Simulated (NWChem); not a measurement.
# One shape, several levels: C2H4O2 (glycolaldehyde)

We compute a comparison of 6 runs (HF/3-21G, HF/def2-SVP, wB97X/3-21G, PBE0/def2-SVP, MP2/pcseg-1, CCSD(T)/6-31+G*) of C2H4O2 (glycolaldehyde). 

The results are computed with NWChem 7.3.0.

### Step 1. The molecule

C2H4O2 has 8 atoms, charge 0, and is taken as a singlet. As SMILES, `O=CCO`. The shape is that of a PBE0-D4/def2-TZVP optimisation. This is one conformer, not always the lowest.

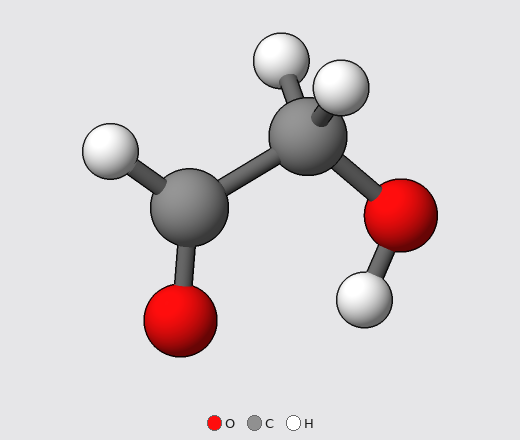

The structure, seen from a chosen angle (oxygen red, carbon grey, hydrogen white).

### Step 2. Energy and gradient at HF/3-21G (run 1)

run.py

```python
from ase import Atoms
from ase.calculators.nwchem import NWChem

system = Atoms('OCCOHHHH', positions=[
    [-0.677400, -0.184900, -1.577900],
    [0.186000, 0.292000, -0.889600],
    [0.244700, 0.041200, 0.584700],
    [-0.787900, -0.777200, 1.017500],
    [0.977600, 0.938900, -1.315800],
    [1.230800, -0.397100, 0.808100],
    [0.225200, 1.020400, 1.089600],
    [-1.306900, -0.990500, 0.227600],
])

calc = NWChem(
    label='c2h4o2',
    theory='scf',
    memory='2200 mb',
    basis='3-21G',
    basispar='spherical bse',
    scf={'nopen': '0', 'rhf': None, 'thresh': '1e-08', 'maxiter': '80'},
)
system.calc = calc

forces = system.get_forces()
print("Total energy (eV):", round(system.get_potential_energy(), 6))
print("forces (eV/A):")
for s, f in zip(system.symbols, forces):
    print(f"{s:2s} {f[0]:10.5f} {f[1]:10.5f} {f[2]:10.5f}")
print("dipole (e A):", system.get_dipole_moment().round(4))
```

On the command line:

```
export ASE_NWCHEM_COMMAND="nwchem PREFIX.nwi > PREFIX.nwo"
python run.py
```

Output:

```text
Total energy (eV): -6162.886239
forces (eV/A):
O    -0.57927   -0.33764   -0.37384
C     0.94030    0.73904   -0.35157
C     1.98073    1.29476    0.53859
O    -0.95280   -0.66124   -0.07574
H    -0.52841   -0.46151    0.43272
H    -0.44053    0.16872   -0.08485
H    -0.01445   -0.43123   -0.20363
H    -0.40557   -0.31085    0.11827
dipole (e A): [ 0.4739  0.3485 -0.063 ]
```

The calculator wrote c2h4o2.nwi:

```
title "c2h4o2"

permanent_dir c2h4o2

scratch_dir c2h4o2

start c2h4o2

geometry units angstrom nocenter noautosym noautoz
  O  -6.7740000000000000e-01 -1.8490000000000001e-01 -1.5779000000000001e+00
  C  1.8600000000000000e-01 2.9199999999999998e-01 -8.8959999999999995e-01
  C  2.4470000000000000e-01 4.1200000000000001e-02 5.8470000000000000e-01
  O  -7.8790000000000004e-01 -7.7720000000000000e-01 1.0175000000000001e+00
  H  9.7760000000000002e-01 9.3889999999999996e-01 -1.3158000000000001e+00
  H  1.2307999999999999e+00 -3.9710000000000001e-01 8.0810000000000004e-01
  H  2.2520000000000001e-01 1.0204000000000000e+00 1.0895999999999999e+00
  H  -1.3069000000000000e+00 -9.9050000000000005e-01 2.2760000000000000e-01
end

memory 2200 mb

basis spherical bse noprint
   * library 3-21G
end

scf
  nopen 0
  rhf
  thresh 1e-08
  maxiter 80
end

task scf gradient
```

c2h4o2.nwo:

```text
Northwest Computational Chemistry Package (NWChem) 7.3.0
             --------------------------------------------------------

           Job information
           ---------------

    nwchem branch   = 7.3.0
    use scalapack   = T
    input           = c2h4o2.nwi
    prefix          = c2h4o2.
    data base       = c2h4o2/c2h4o2.db
    status          = startup
    nproc           =        1

           Memory information
           ------------------

    heap     =     72089600 doubles =      550.0 Mbytes
    stack    =     72089597 doubles =      550.0 Mbytes
    global   =    144179200 doubles =     1100.0 Mbytes (distinct from heap & stack)
    total    =    288358397 doubles =     2200.0 Mbytes
    verify   = yes
    hardfail = no

[... 134 lines left out ...]
 Convergence threshold     :          1.000E-08
[... 12 lines left out ...]
       Final RHF  results
[... 3 lines left out ...]
      One-electron energy =   -547.966658255521
[... 1 line left out ...]
 Nuclear repulsion energy =    120.277899609765
[... 34 lines left out ...]
                       ROHF Final Molecular Orbital Analysis
[... 219 lines left out ...]
                         RHF ENERGY GRADIENTS

    atom               coordinates                        gradient
                 x          y          z           x          y          z
   1 O      -1.280100  -0.349410  -2.981799    0.011265   0.006566   0.007270
   2 C       0.351489   0.551800  -1.681100   -0.018286  -0.014372   0.006837
   3 C       0.462416   0.077857   1.104923   -0.038519  -0.025179  -0.010474
[... 4 lines of this table left out ...]
   8 H      -2.469683  -1.871774   0.430102    0.007887   0.006045  -0.002300

                 ----------------------------------------
                 |  Time  |  1-e(secs)   |  2-e(secs)   |
                 ----------------------------------------
                 |  CPU   |       0.00   |       0.12   |
                 ----------------------------------------
                 |  WALL  |       0.00   |       0.12   |
                 ----------------------------------------

 Task  times  cpu:        1.0s     wall:        1.0s
 Total times  cpu:        1.1s     wall:        1.1s
```

It took 2 s on 1 thread of AMD EPYC 9R14 (Zen 4), shared host; peak memory 0.099 GiB.

### Step 3. Energy and forces at HF/def2-SVP (run 2)

mymol.nw

```
echo
start mymol
title "C2H4O2 hf"
memory 2200 mb
geometry noautosym nocenter noautoz
O     -0.677400    -0.184900    -1.577900
C      0.186000     0.292000    -0.889600
C      0.244700     0.041200     0.584700
O     -0.787900    -0.777200     1.017500
H      0.977600     0.938900    -1.315800
H      1.230800    -0.397100     0.808100
H      0.225200     1.020400     1.089600
H     -1.306900    -0.990500     0.227600
end
basis spherical bse
* library def2-SVP
end
scf
thresh 1e-08
maxiter 80
print medium
end
task scf gradient
```

On the command line:

```
nwchem mymol.nw > mymol.out
```

Output:

```text
[...]
  functions       =    76
[...]
  wavefunction    = RHF
[...]
         Total SCF energy =   -227.592415875662
      One-electron energy =   -549.617881692375
      Two-electron energy =    201.747566206947
 Nuclear repulsion energy =    120.277899609765
        Time for solution =      5.0s
[...]
                         RHF ENERGY GRADIENTS
    atom               coordinates                        gradient
                 x          y          z           x          y          z
   1 O      -1.280100  -0.349410  -2.981799   -0.026317  -0.015019  -0.018518
   2 C       0.351489   0.551800  -1.681100    0.023092   0.011797   0.023126
   3 C       0.462416   0.077857   1.104923   -0.000034   0.002127  -0.010435
   4 O      -1.488915  -1.468695   1.922796    0.003258  -0.002399   0.023951
   5 H       1.847396   1.774264  -2.486501    0.003900   0.002990  -0.001075
   6 H       2.325875  -0.750410   1.527088    0.003747  -0.000922   0.000733
   7 H       0.425566   1.928276   2.059045    0.000604   0.003480   0.001595
   8 H      -2.469683  -1.871774   0.430102   -0.008250  -0.002055  -0.019376
[...]
```

Run time: 6.6 s. Hardware: 1 thread of AMD EPYC 9R14 (Zen 4), shared host; peak memory 0.1 GiB.

### Step 4. Energy and gradient at wB97X/3-21G (run 3)

c2h4o2.xyz

```xyz
8
C2H4O2 wB97X
O     -0.677400    -0.184900    -1.577900
C      0.186000     0.292000    -0.889600
C      0.244700     0.041200     0.584700
O     -0.787900    -0.777200     1.017500
H      0.977600     0.938900    -1.315800
H      1.230800    -0.397100     0.808100
H      0.225200     1.020400     1.089600
H     -1.306900    -0.990500     0.227600
```

run.py

```python
from ase.io import read
from ase.calculators.nwchem import NWChem

atoms = read('c2h4o2.xyz')

calc = NWChem(
    label='c2h4o2',
    theory='dft',
    memory='2200 mb',
    basis='3-21G',
    basispar='spherical bse',
    dft={'xc': 'wb97x', 'mult': '1', 'grid': 'xfine', 'convergence': 'energy 1e-08', 'iterations': '100', 'mulliken': None, 'print': 'low'},
)
atoms.calc = calc

forces = atoms.get_forces()
print("Total energy (eV):", round(atoms.get_potential_energy(), 6))
print("forces (eV/A):")
for s, f in zip(atoms.symbols, forces):
    print(f"{s:2s} {f[0]:10.5f} {f[1]:10.5f} {f[2]:10.5f}")
```

On the command line:

```
export ASE_NWCHEM_COMMAND="nwchem PREFIX.nwi > PREFIX.nwo"
python run.py
```

Output:

```text
Total energy (eV): -6195.955392
forces (eV/A):
O    -1.81181   -1.04449   -1.22482
C     1.72022    1.10305    0.60524
C     1.41791    0.95326    0.24734
O    -0.62997   -0.65980    1.08346
H    -0.06135   -0.09415    0.25346
H     0.05271    0.04340   -0.03234
H     0.05122    0.04571   -0.03126
H    -0.73899   -0.34700   -0.90112
```

The calculator wrote c2h4o2.nwi:

```
title "c2h4o2"

permanent_dir c2h4o2

scratch_dir c2h4o2

start c2h4o2

geometry units angstrom nocenter noautosym noautoz
  O  -6.7740000000000000e-01 -1.8490000000000001e-01 -1.5779000000000001e+00
  C  1.8600000000000000e-01 2.9199999999999998e-01 -8.8959999999999995e-01
  C  2.4470000000000000e-01 4.1200000000000001e-02 5.8470000000000000e-01
  O  -7.8790000000000004e-01 -7.7720000000000000e-01 1.0175000000000001e+00
  H  9.7760000000000002e-01 9.3889999999999996e-01 -1.3158000000000001e+00
  H  1.2307999999999999e+00 -3.9710000000000001e-01 8.0810000000000004e-01
  H  2.2520000000000001e-01 1.0204000000000000e+00 1.0895999999999999e+00
  H  -1.3069000000000000e+00 -9.9050000000000005e-01 2.2760000000000000e-01
end

memory 2200 mb

basis spherical bse noprint
   * library 3-21G
end

dft
  xc wb97x
  mult 1
  grid xfine
  convergence energy 1e-08
  iterations 100
  mulliken
  print low
end

task dft gradient
```

c2h4o2.nwo:

```text
Northwest Computational Chemistry Package (NWChem) 7.3.0
             --------------------------------------------------------

           Job information
           ---------------

    nwchem branch   = 7.3.0
    use scalapack   = T
    input           = c2h4o2.nwi
    prefix          = c2h4o2.
    data base       = c2h4o2/c2h4o2.db
    status          = startup
    nproc           =        1

           Memory information
           ------------------

    heap     =     72089596 doubles =      550.0 Mbytes
    stack    =     72089601 doubles =      550.0 Mbytes
    global   =    144179200 doubles =     1100.0 Mbytes (distinct from heap & stack)
    total    =    288358397 doubles =     2200.0 Mbytes
    verify   = yes
    hardfail = no

[... 37 lines left out ...]
            Nuclear Dipole moment (a.u.)
[... 76 lines left out ...]
   convergence    iter        energy       DeltaE   RMS-Dens  Diis-err    time
[... 14 lines left out ...]
         Total DFT energy =     -227.697162741374
      One electron energy =     -548.456088820531
           Coulomb energy =      229.869044828365
    Exchange-Corr. energy =      -29.388018358972
 Nuclear repulsion energy =      120.277899609765
[... 33 lines left out ...]
                         DFT ENERGY GRADIENTS

    atom               coordinates                        gradient
                 x          y          z           x          y          z
   1 O      -1.280100  -0.349410  -2.981799    0.035234   0.020312   0.023819
   2 C       0.351489   0.551800  -1.681100   -0.033453  -0.021451  -0.011770
   3 C       0.462416   0.077857   1.104923   -0.027574  -0.018538  -0.004810
[... 4 lines of this table left out ...]
   8 H      -2.469683  -1.871774   0.430102    0.014371   0.006748   0.017524

 Task  times  cpu:       25.1s     wall:       25.1s
 Total times  cpu:       25.1s     wall:       25.1s
```

Run time: 26 s. Hardware: 1 thread of AMD EPYC 9R14 (Zen 4), shared host; peak memory 0.14 GiB.

Runs 4 to 5 aren't shown in full; the table further down has their settings and results.

### Step 5. A single-point energy at CCSD(T)/6-31+G(d) (spherical functions) (run 6)

c2h4o2.nw

```
start c2h4o2
memory total 2200 mb
charge 0
geometry units angstrom noautosym nocenter noautoz
  O     -0.677400    -0.184900    -1.577900
  C      0.186000     0.292000    -0.889600
  C      0.244700     0.041200     0.584700
  O     -0.787900    -0.777200     1.017500
  H      0.977600     0.938900    -1.315800
  H      1.230800    -0.397100     0.808100
  H      0.225200     1.020400     1.089600
  H     -1.306900    -0.990500     0.227600
end
basis "ao basis" spherical bse
  * library 6-31+G*
end
scf
  thresh 1e-08
  maxiter 80
  noprint "final vectors analysis"
end
ccsd
  freeze core 4
  maxiter 60
end
task ccsd(t)
```

On the command line:

```
nwchem c2h4o2.nw > c2h4o2.out
```

Output:

```text
[...]
  functions       =    80
[...]
  wavefunction    = RHF
[...]
         Total SCF energy =   -227.769340499463
      One-electron energy =   -549.625153700816
      Two-electron energy =    201.577913591588
 Nuclear repulsion energy =    120.277899609765
        Time for solution =      9.9s
[...]
 Total MP2 energy:           -228.379057832776624
[...]
             energy      energy      error      ampl     ampl      Block
                                                time     time      time
[...]
 Total CCSD energy:           -228.404293964399130
[...]
 Total CCSD+T(CCSD) energy:           -228.424877161898905
[...]
 Total CCSD(T) energy:                -228.422936086709825
[...]
```

Run time: 77 s. Hardware: 1 thread of AMD EPYC 9R14 (Zen 4), shared host; peak memory 0.23 GiB.

### Step 6. The series

```csv
run,level,iteration cap,module,energy (Eh),dipole moment (D),largest force (eV/Å),wall time
1,HF/3-21G,80,scf,-226.481894,2.84,2.427,2 s
2,HF/def2-SVP,80,scf,-227.592416,2.83,1.826,6.6 s
3,wB97X/3-21G,100,dft,-227.697163,–,2.424,26 s
4,PBE0/def2-SVP,100,dft,-228.617670,2.30,0.621,20 s
5,MP2/pcseg-1,80,mp2,-228.345289,2.52,1.531,15 s
6,CCSD(T)/6-31+G* (spherical functions),80,ccsd(t),-228.422936,–,–,77 s
```

### Step 7. What came out

```
                                          quantity          value
                               run 6: total energy  -228.42294 Eh
run 6: correlation energy (4 core orbitals frozen)     -653.6 mEh
                             run 6: (T) correction     -18.64 mEh
```

**Reading.** Over runs 1, 2, 4, 5 the dipole moment (its size) runs from 2.30 D (PBE0/def2-SVP) to 2.84 D (HF/3-21G). The two ends differ in method and basis. Totals of different functionals can't be ranked against each other. All runs together took 2.5 min, the longest 77 s.
